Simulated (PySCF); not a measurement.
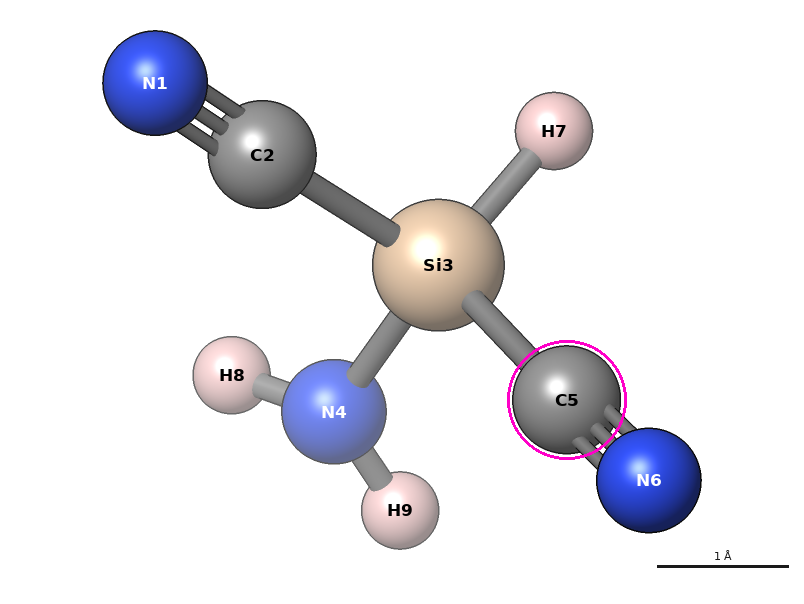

Orthographic view. Distant atoms are faded towards the background colour. The geometry was computed by an optimisation with GFN2-xTB. No frequency run is at hand to confirm it as a minimum.

Name the neighbours of the circled atom.

Answer. The circled atom is C5; it is bonded to Si3, N6.

What is the shortest path along bonds from the circled atom to H8?

Answer. C5–Si3–N4–H8, 3 bonds; through space the two are 3.80 Å apart.

Of Si3 and C5, which is nearer the viewer?

Answer. C5; the bond to Si3 points away from the viewer, so it looks shorter than its 1.87 Å.
